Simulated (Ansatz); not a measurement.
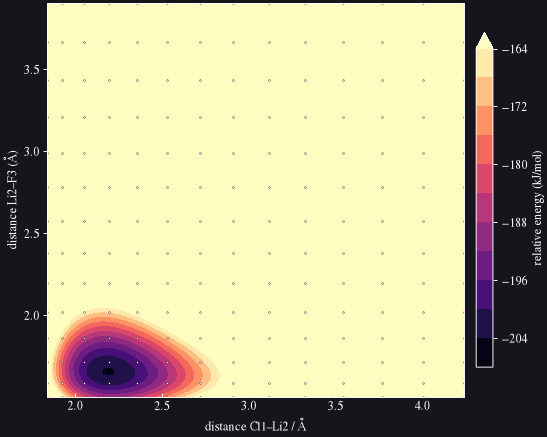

The system Cl⁻ + LiF. The first coordinate is: distance Cl1–Li2; the second: distance Li2–F3. Nothing is relaxed (the angle Cl1–Li2–F3 is fixed at 180 degrees). The scan uses a 14 × 14 grid. Energies: kJ/mol, counted from Cl with charge -1 far from the relaxed LiF (each part in its own basis). Theory: Ansatz 0.2.0, RKS PBE0-D4/def2-TZVPD.

In the figure: filled contours, dots at the grid points, one colour for all values above the top of the scale. Between grid points the surface is interpolated.

Question: Estimate the position of the minimum and the force constants in these coordinates.

Answer: The interpolated minimum is at distance Cl1–Li2 ≈ 2.193 Å, distance Li2–F3 ≈ 1.656 Å. The curvatures there are about 4.5 eV/Å² and 10 eV/Å², with a cross term of about 0.5 eV/Å². Round the minimum the two coordinates are weakly coupled (coupling 0.07 in units of the two stiffnesses). (1 eV is 96.5 kJ/mol.)
